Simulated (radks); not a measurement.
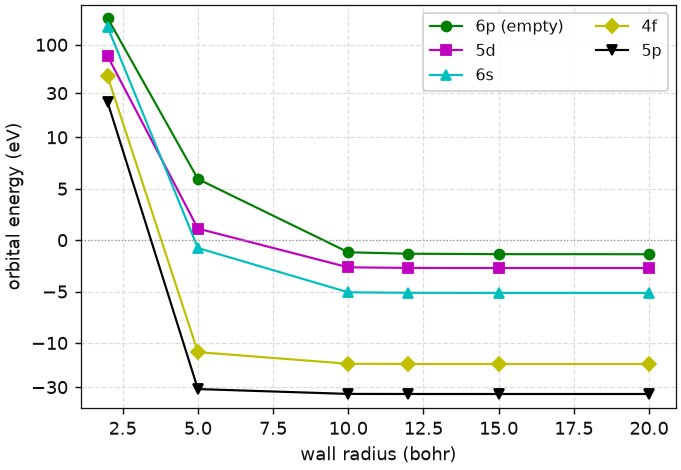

Atomic hafnium (Hf); electrons: [Xe] 4f14 5d2 6s2. It is put inside a hard spherical wall of varying radius. Theory: scalar-relativistic Kohn-Sham, PBEsol, spin-unpolarised, spherical densities, point nucleus (computed with the in-house radial solver radks). The plot shows the outer orbital energies, on a scale that is linear within ±10 eV and logarithmic beyond.

### Describe the level shifts under confinement.

The levels rise as the wall closes in: 5d goes from −2.71 eV at 20 bohr to 74.9 eV at 2 bohr and passes zero between 10 and 5 bohr. On compression 5d drops below 6s between 5 and 2 bohr; the level of higher l rises less. The fastest to rise is 6p (by 194.7 eV), the slowest 5p (by 59.4 eV): the wall presses hardest on the most extended orbitals.
